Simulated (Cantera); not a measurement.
Charge: 1 mol CH3F, a varied amount of HCl, 0.2 mol H2, held at 1527 °C and 0.0100 bar.

Method: chemical equilibrium by Gibbs-energy minimisation in Cantera with the NASA 1993 tables (ideal gas, pure condensed phases). Candidate condensed phases: C, C6H6, C7H8, C8H18; 118 gas species. Equilibrium is a limit: real reactors are often held back by kinetics, nucleation or transport.

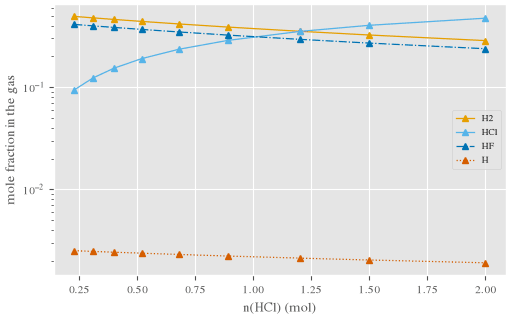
*Equilibrium gas composition (values under 1e-9 drawn at 1e-9)*

**Question.** Read off the mole fractions at 0.31 mol HCl.

**Answer.** H2 about 0.48, HF about 0.40, HCl about 0.12, H about 0.0025.
